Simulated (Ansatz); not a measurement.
**NiO: how far a computed U hangs on its recipe**

Linear response gives U from how a shell's filling answers a small shift of its potential. The runs below do this for NiO.

Main program and level: Ansatz 0.2.0; functionals named at each step; plane waves, collinear spin, no spin–orbit coupling.

### Step 1. The starting structure

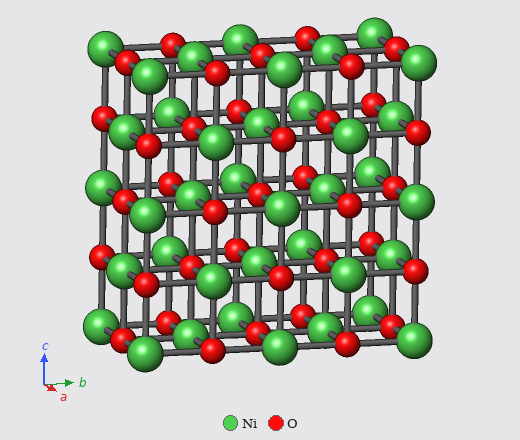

The cell as given, slightly off an axis (nickel green, oxygen red). 1×2×2 cells are drawn. This picture shows the conventional cell, with its axes. Some periodic images of atoms are drawn too.

### Step 2. The magnetic state

The response depends on the magnetic state, so a state is chosen first, with a typed U.

3 starts were run under PBE with U = 6.12 eV on Ni d; the lowest per atom is taken, and its run is shown. Energies are taken at zero occupation width.

input.yaml reads:

```yaml
crystal:
  lattice:
    - [0.0, 2.085901641, 2.085901641]
    - [2.085901641, 0.0, 2.085901641]
    - [4.171803282, 4.171803282, 0.0]
  atoms:
    - { symbol: Ni, position: [0.0, 0.0, 0.0], spin: 2.0 }
    - { symbol: Ni, position: [0.0, 0.0, 0.5], spin: -2.0 }
    - { symbol: O, position: [0.5, 0.5, 0.25] }
    - { symbol: O, position: [0.5, 0.5, 0.75] }
magnetization:
  spin_polarized: true
kpoints:
  mp_grid: { grid: [12, 12, 6] }
hamiltonian:
  xc: pbe
  hubbard: { sites: [{ species: Ni, l: d, u_eff: 6.12 }] }
scf:
  occupations: { method: fermi_dirac, width: 0.05 }
output:
  eigenvalues: true
  write_density: true
  write_potential: true
  elf: true
  volumetric_format: npy
```

Command:

```
$ ansatz run input.yaml --threads 2 --pin off --max-ram 5120MiB --backend cpu --events-out ev --progress --plain --runs-dir out
```

Numbers of over 12 decimals in the logs are rounded to 6 here.

Log:

```text
Ni: projections on atomic orbitals take those of the free atom [Ne] 3s2 3p6 3d8 4s2, of charge +0.00 (hamiltonian.pseudopotentials.projection_atoms); the dataset's partial waves leave at most 1.6e-6 of an orbital's norm unspanned inside its sphere
O: projections on atomic orbitals take those of the free atom [He] 2s2 2p4, of charge +0.00 (hamiltonian.pseudopotentials.projection_atoms); the dataset's partial waves leave at most 1.9e-8 of an orbital's norm unspanned inside its sphere
Engine: ansatz 0.2.0, aarch64-unknown-linux-gnu
Pseudopotentials: kind: paw
Pseudopotential: Ni, paw, valence charge 18, recommended cutoff 420 eV (normal), Ni.paw.azcp
Pseudopotential: O, paw, valence charge 6, recommended cutoff 420 eV (normal), O.paw.azcp
Functional definition: PBE
  parameter kappa = 0.804
  parameter beta = 0.066725
  exchange = pbe_x(kappa = kappa, mu = beta*pi^2/3)
  correlation = pbe_c(beta = beta)
Crystal: 4 atoms, lattice volume = 36.303 Å³
Basis set: ecut = 420 eV, 683 PW (Γ)
Bands: 32, of which v1, the nominal top of the filled ones, is band 24 counted from 1 (23 counted from 0)
Symmetry: 12 space group operations
Space group: R-3m (ITA 166), of the structure as read, at distance tolerance 3.3e-5 Å
Magnetic group: BNS 166.102 (UNI 1332), of the structure as read, at distance tolerance 3.3e-5 Å
k-points: 98 of 864
Non-local potential: Ni, projectors of the file, l = 0: 3, l = 1: 2, l = 2: 3, l = 3: 1
Non-local potential: O, projectors of the file, l = 0: 2, l = 1: 2, l = 2: 1
PAW form: soft (Blöchl's): semilocal exchange-correlation on the pseudo side does not see the compensation charge
[...]
SCF converged after 15 iterations
Magnetization: 0.0000 μB (24.0000 up, 24.0000 down)
Absolute magnetization: 3.5899 μB (∫|ρ↑−ρ↓|, with the PAW one-centre terms)
Spin contamination: 1.9198 ħ² per cell (⟨S²⟩ above its minimum at these occupations)
Per-site moments (μB) at R_I (Å): [(1.663764, 0.860434), (-1.663764, 0.860434), (-6.669464508986094e-18, 0.860434), (2.6933426633610976e-17, 0.860434)]
Free energy (F): -12809.572778 eV
Harris-Foulkes:  -12809.572778 eV  (|F-HF|=2.28e-9)
Internal energy: -12809.572778 eV  (E = F + TS)
E sigma→0 (E₀):  -12809.572778 eV
Fermi energy:    14.745984 eV
--- Per-component energies (eV) ---
  E_band       = -708.789623
  E_kinetic    = 901.481844
  E_local      = -7966.312785  (includes V_loc(G=0)·N_el)
  E_nonlocal   = 1380.989208
  E_hartree    = 3274.068889
  E_xc         = -312.582846
  E_vxc        = -400.978776  (∫ρ·V_xc dr)
  E_hubbard    = 1.726919  (on-site DFT+U / exact-exchange correction)
  E_vhub       = -47.230180  (the Hubbard potential's part of the band-sum identity)
  E_paw        = -3579.352562  (= ΣΔE_a)
  E_vpaw       = -1124.886919  (= ΣTr[D̂ρ^β])
  E_aug_tail   = 0.006377  (compensation charges beyond the density's cutoff)
  E_ewald      = -6509.597821
  E_smearing   = -0.000000  (= −TS)
  E_closure    = -0.000000  (closes the sum)
  Σ components = -12809.572778   (vs F -12809.572778, Δ=0.00e0)
--- Band table (eV; the first three rows and the last of 196) ---
  k-point 0 ↑: bands = [... 20 lower, 12.1310, 12.1350, 12.2780, 12.2780, 16.2762, 17.3691, 17.3691, 20.1934, ... 4 higher]
  k-point 1 ↑: bands = [... 20 lower, 11.8288, 11.8288, 12.6346, 12.6346, 16.8149, 17.3179, 17.3179, 20.1692, ... 4 higher]
  k-point 2 ↑: bands = [... 20 lower, 11.5932, 11.5932, 12.9820, 12.9820, 17.2126, 17.2126, 17.9380, 19.8745, ... 4 higher]
  k-point 97 ↓: bands = [... 20 lower, 10.9308, 11.1295, 11.8746, 12.1835, 17.1829, 17.3403, 23.3762, 23.5804, ... 4 higher]
Occupation matrices written to <dir>
```

Run time: 17 s. Hardware: 2 threads of Arm Neoverse V1, shared host; peak memory 1.1 GiB.

Reading the cycles: dr2 is the Hartree energy of the density residual (eV), the measure of convergence; HF is the Harris–Foulkes estimate of the energy, which meets the free energy F at convergence.

```tsv
start	atoms	final state	energy (meV an atom)
parallel +	2	ferromagnetic	51.4
compensated q=(0,0,1/2) +−	4	antiferromagnetic	0.0
compensated q=(0,1/2,1/2) +−	4	antiferromagnetic	56.4
```

Spin moment in the sphere by atom:

```tsv
atom	spin moment in the sphere (μB)
Ni1	1.66
Ni2	-1.66
O3	0.00
O4	0.00
```

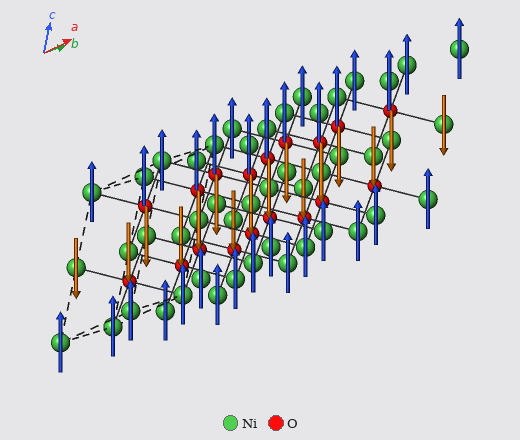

Spin moment in the sphere as arrows, the longest 1.66 μB. Up and down stand for the sign. Arrows give size and sign along the axis of quantisation, drawn up and down the page. The two directions have two colours. Bonds to atoms that aren't drawn are left out. 3×3×1 cells are drawn. Some periodic images of atoms are drawn too.

Spin density of the compensated q=(0,0,1/2) +− start:

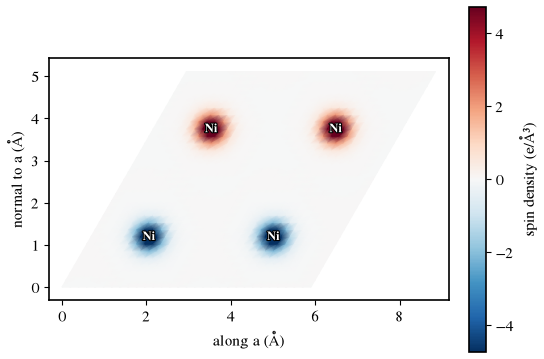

Spin density in the ac plane at fractional y = 0.000, with atoms of Ni within 0.2 Å of it. The map starts off the cell's origin, so that atoms lie inside it.

### Step 3. PBE, one cell

The cheapest recipe shifts the site in the one cell.

input.yaml reads:

```yaml
crystal:
  lattice:
    - [0.0, 2.085901641, 2.085901641]
    - [2.085901641, 0.0, 2.085901641]
    - [4.171803282, 4.171803282, 0.0]
  atoms:
    - { symbol: Ni, position: [0.0, 0.0, 0.0], spin: 1.8 }
    - { symbol: Ni, position: [0.0, 0.0, 0.5], spin: -1.8 }
    - { symbol: O, position: [0.5, 0.5, 0.25] }
    - { symbol: O, position: [0.5, 0.5, 0.75] }
magnetization:
  spin_polarized: true
kpoints:
  mp_grid: { grid: [8, 8, 4] }
hamiltonian:
  xc: pbe
  hubbard: { sites: [{ species: Ni, l: d, u_eff: linear-response }] }
scf:
  occupations: { method: fermi_dirac, width: 0.05 }
output:
  eigenvalues: true
```

Log:

```text
[...]
davidson cushion auto → off  (block headroom 7 ≥ Hubbard manifold empty extent 2; pin scf.eigensolver.cushion to override)
LR-U cycle 1: input U_eff = [0.000, 0.000] eV
Crystal: 4 atoms, lattice volume = 36.303 Å³
Basis set: ecut = 420 eV, 683 PW (Γ)
Bands: 31, of which v1, the nominal top of the filled ones, is band 24 counted from 1 (23 counted from 0)
Symmetry: 12 space group operations
[...]
k-points: 35 of 256
[...]
Starting moments: Σ|m| = 3.6 μB on 2 of 4 sites
[...]
SCF iter   1: F=—  HF=-12817.680417 eV  |F-HF|=—  |Δ(HF+E_count)|=         —  Δρ=2.62e-1 (↑2.62e-1 ↓2.62e-1)  dr2=5.28e1  dr2_m=7.01e0  M=0.000 μB ∫|m|=0.898 μB  β_m=0.30  ethr=1.00e-1  ⟨swp⟩=5.6  Hψ=2973  notcnv=0
[...]
SCF iter  17: F=-12811.875202 eV  HF=-12811.875202 eV  |F-HF|=0.00e0  |Δ(HF+E_count)|=  9.09e-12  Δρ=3.55e-8 (↑3.55e-8 ↓3.55e-8)  dr2=1.02e-12  dr2_m=9.77e-14  M=0.000 μB ∫|m|=3.016 μB  ethr=1.12e-12 (applied; sched 1.00e-12)  ⟨swp⟩=2.0  Hψ=1926  notcnv=0
SCF 1 converged in 17 iterations: F = -12811.875202 eV  dr2 = 1.02e-12
[...]
eigensolver tolerance schedule calibrated: the retry pair's looser diagonalisation under-reported the residual by θ = 0.20 (0.10/decade); ethr = c·dr2/N_el runs at the constant in force after the calibration composes with the one it found (an armed cap, an earlier calibration), c = 9.5e-2
[...]
SCF 2 converged in 9 iterations: F = -12811.769500 eV  dr2 = 9.45e-12
[...]
SCF 3 converged in 9 iterations: F = -12811.980917 eV  dr2 = 6.39e-12
[...]
LR-U cycle 1: largest |computed − input| of the U and V asked for = 7.0350 eV
LR-U result after 1 cycle(s), on one cell, whose images are shifted too, at d_alpha = 0.0125 eV:
  orbit [0]: n₀ = 8.4567, χ₀ = -0.2326 eV⁻¹, χ = -0.0873 eV⁻¹, U = 7.035 eV, projected Ū = 7.035 eV over the magnetic orbit of site 0 (written back: yes)
[...]
Signs of the perturbation — the screened responses to the two lie 0.02 % off their mean on orbit [0]
[...]
SCF 4 converged in 15 iterations: F = -12809.324511 eV  dr2 = 1.24e-9
Symmetry: 4 space group operations
k-points: 78 of 256
[...]
SCF converged after 15 iterations
Magnetization: 0.0000 μB (24.0000 up, 24.0000 down)
Absolute magnetization: 3.6314 μB (∫|ρ↑−ρ↓|, with the PAW one-centre terms)
[...]
Per-site moments (μB) at R_I (Å): [(1.688232, 0.860434), (-1.688232, 0.860434), (6.389653562020345e-18, 0.860434), (1.2758772845809897e-17, 0.860434)]
Free energy (F): -12809.324511 eV
[...]
Internal energy: -12809.324511 eV  (E = F + TS)
E sigma→0 (E₀):  -12809.324511 eV
Fermi energy:    14.725909 eV
[...]
--- Band table (eV; the first three rows and the last of 70) ---
  k-point 0 ↑: bands = [... 20 lower, 12.1928, 12.1964, 12.2960, 12.2960, 16.2903, 17.6597, 17.6597, 20.1990, ... 3 higher]
  k-point 1 ↑: bands = [... 20 lower, 11.7477, 11.7477, 12.8268, 12.8268, 17.3692, 17.5663, 17.5663, 20.0917, ... 3 higher]
  k-point 2 ↑: bands = [... 20 lower, 11.5649, 11.5649, 13.0982, 13.0982, 17.4702, 17.4702, 19.0362, 19.1620, ... 3 higher]
  k-point 34 ↓: bands = [... 20 lower, 10.9028, 11.1550, 11.6142, 11.9900, 17.4219, 17.6816, 23.4734, 23.6280, ... 3 higher]
Occupation matrices written to <dir>
```

Elapsed: 13 s, on 2 threads; peak memory 0.58 GiB.

Bare and screened response, and U:

```tsv
site	electrons	χ₀ (1/eV)	χ (1/eV)	U (eV)
Ni1	8.457	-0.2326	-0.08730	7.04
Ni2	8.457	-0.2326	-0.08730	7.04
```

For Ni1 the on-site elements alone give 1/χ₀ − 1/χ = 7.16 eV, the inverses of the full matrices 6.33 eV, and the program reports 7.04 eV, after an interpolation towards a dense mesh that it makes on unshifted meshes and on single cells of several shells. The state, moments and gap printed next belong to the closing SCF at this U.

Numbers from this step:

* magnetization: 0 μB
* final state: antiferromagnetic
* largest moment: 1.688 μB

U on Ni is 7.04 eV. All images of the site are shifted together here, so the value is not converged.

### Step 4. PBE, q-mesh 3×3×3

A mesh of wavevectors stands for a supercell in which the shifted site is farther from its images.

input.yaml, as its differences from that of step 3:

```diff
@@ -13,6 +13,8 @@
 kpoints:
-  mp_grid: { grid: [8, 8, 4] }
+  mp_grid: { grid: [9, 9, 9] }
 hamiltonian:
   xc: pbe
-  hubbard: { sites: [{ species: Ni, l: d, u_eff: linear-response }] }
+  hubbard:
+    sites: [{ species: Ni, l: d, u_eff: linear-response }]
+    lr: { qmesh: [3, 3, 3] }
 scf:
```

Log:

```text
[...]
LR-U cycle 1: input U_eff = [0.000, 0.000] eV
Crystal: 4 atoms, lattice volume = 36.303 Å³
Basis set: ecut = 420 eV, 683 PW (Γ)
Bands: 31, of which v1, the nominal top of the filled ones, is band 24 counted from 1 (23 counted from 0)
Symmetry: 12 space group operations
[...]
k-points: 85 of 729
[...]
Starting moments: Σ|m| = 3.6 μB on 2 of 4 sites
[...]
SCF iter   1: F=—  HF=-12817.681239 eV  |F-HF|=—  |Δ(HF+E_count)|=         —  Δρ=2.61e-1 (↑2.61e-1 ↓2.61e-1)  dr2=5.22e1  dr2_m=7.03e0  M=0.000 μB ∫|m|=0.894 μB  β_m=0.30  ethr=1.00e-1  ⟨swp⟩=5.6  Hψ=7230  notcnv=0
[...]
SCF iter  18: F=-12811.875464 eV  HF=-12811.875464 eV  |F-HF|=0.00e0  |Δ(HF+E_count)|=  5.46e-12  Δρ=2.01e-8 (↑2.01e-8 ↓2.01e-8)  dr2=1.29e-13  dr2_m=7.71e-14  M=0.000 μB ∫|m|=3.014 μB  ethr=1.12e-12 (applied; sched 1.00e-12)  ⟨swp⟩=2.0  Hψ=4677  notcnv=0
SCF 1 converged in 18 iterations: F = -12811.875464 eV  dr2 = 1.29e-13
[...]
LR-U reference ψ shed before the perturbed-orbit SCFs — 0.06 GiB of wavefunction and exchange-operator storage released
NSCF: frozen V_eff on 85 k-points
[...]
DFPT response loops at q = (0, 0.333333, 0) (fractional): preconditioner auto → Kerker (q_TF=auto, 2.858 Å⁻¹) (partly filled bands, converged f_vac=0.000); β = 1.00, the filter's whole step (`scf.mixing.beta` (0.30) is not read by the response loops under this deck's `scf.mixing.preconditioner`; to damp them name `kerker` or `kerker_dos`, under which they read `scf.mixing.beta`, and type it under 1.00, their step now; both keys bind the ground state too); Broyden in place of MSR1
[...]
LR-U cycle 1: largest |computed − input| of the U and V asked for = 6.8178 eV
LR-U result after 1 cycle(s), on the 3×3×3 q mesh at shift [0, 0, 0]:
[...]
q = [0.0000, 0.0000, 0.0000], weight 0.0370: sites [0] shifted on 85 pairs of k-points with 31 bands, 9 passes, the loops' stops and last bands leave some 1.8e-5 eV⁻¹ in χ
[...]
SCF 2 converged in 15 iterations: F = -12809.381507 eV  dr2 = 2.24e-9
Symmetry: 4 space group operations
k-points: 205 of 729
[...]
SCF converged after 15 iterations
Magnetization: 0.0000 μB (24.0000 up, 24.0000 down)
Absolute magnetization: 3.6220 μB (∫|ρ↑−ρ↓|, with the PAW one-centre terms)
[...]
Per-site moments (μB) at R_I (Å): [(1.682637, 0.860434), (-1.682637, 0.860434), (1.6082268628253982e-18, 0.860434), (1.7806864043794744e-17, 0.860434)]
Free energy (F): -12809.381507 eV
[...]
Internal energy: -12809.381507 eV  (E = F + TS)
E sigma→0 (E₀):  -12809.381507 eV
Fermi energy:    14.742223 eV
[...]
--- Band table (eV; the first three rows and the last of 170) ---
  k-point 0 ↑: bands = [... 20 lower, 12.1784, 12.1821, 12.2901, 12.2901, 16.2870, 17.5886, 17.5886, 20.1977, ... 3 higher]
  k-point 1 ↑: bands = [... 20 lower, 11.9770, 11.9773, 12.5120, 12.5120, 16.5452, 17.5664, 17.5664, 20.1940, ... 3 higher]
  k-point 2 ↑: bands = [... 20 lower, 11.7749, 11.7749, 12.7681, 12.7681, 17.1759, 17.5098, 17.5098, 20.1285, ... 3 higher]
  k-point 84 ↓: bands = [... 20 lower, 10.7125, 10.9797, 11.8126, 12.1358, 17.4210, 17.5825, 23.3595, 23.6097, ... 3 higher]
Occupation matrices written to <dir>
```

Wall time 9.4 min (2 threads); peak memory 1.5 GiB; 19 min of CPU time.

Bare and screened response, and U:

```tsv
site	electrons	χ₀ (1/eV)	χ (1/eV)	U (eV)
Ni1	8.457	-0.2759	-0.09527	6.82
Ni2	8.457	-0.2759	-0.09527	6.82
```

For Ni1 the on-site elements alone give 1/χ₀ − 1/χ = 6.87 eV, the inverses of the full matrices 6.80 eV, and the program reports 6.82 eV, after an interpolation towards a dense mesh that it makes on unshifted meshes and on single cells of several shells. The state, moments and gap printed next belong to the closing SCF at this U.

Read from the output:

| Quantity | Value |
| --- | --- |
| magnetization | 0 μB |
| final state | antiferromagnetic |
| largest moment | 1.683 μB |

U on Ni is 6.82 eV here against 7.04 eV (-3 %) in the run that differs in the way the response is sampled and in its k-mesh (PBE, one cell), at 44 times its CPU time.

### Step 5. PBE, one cell

This input is changed on purpose, to see how the response run answers a poor choice.

input.yaml, as its differences from that of step 4:

```diff
@@ -13,3 +13,3 @@
 kpoints:
-  mp_grid: { grid: [9, 9, 9] }
+  mp_grid: { grid: [12, 12, 6] }
 hamiltonian:
@@ -18,5 +18,6 @@
     sites: [{ species: Ni, l: d, u_eff: linear-response }]
-    lr: { qmesh: [3, 3, 3] }
+    lr: { max_cycles: 5 }
 scf:
   occupations: { method: fermi_dirac, width: 0.05 }
+  max_iter: 100
 output:
```

Log:

```text
Error: inconsistent input (hamiltonian.hubbard.lr, hamiltonian.hubbard.sites[].u_eff, hamiltonian.hubbard.v[].v): tol/max_cycles/mixing control the self-consistent fixed-point loop, which the one-shot `linear-response` keyword does not run (on `qmesh` it reads tol unless dr2_threshold is set) — spell `self-consistent` on the computed `u_eff:` / `v:` or unset them
```

Wall time 0.08 s (2 threads); peak memory 0.079 GiB.

The input was rejected at the start.

The program's message: “Error: inconsistent input (hamiltonian.hubbard.lr, hamiltonian.hubbard.sites[].u_eff, hamiltonian.hubbard.v[].v): tol/max_cycles/mixing control the self-consistent fixed-point loop, which the one-shot …”

The fault put into the input: cycles asked of a one-shot U.

[end of part 1 of 2]

[Logs and program files are shortened in this print: banners, set-up blocks, solver, clock and traceback lines can be left out without a mark of their own.]

[Logs are printed without paths, hosts, clocks, repeated set-up lines and the standing remarks that a program may print on its own settings, such as how far it seeks lower states.]

[Hosts, paths, dates, database ids (printed as entryN), source tags and the programs' standing remarks are cut or masked in the printed files.]

[Where a cell is said to come from a database of computed structures, the database is the Materials Project.]
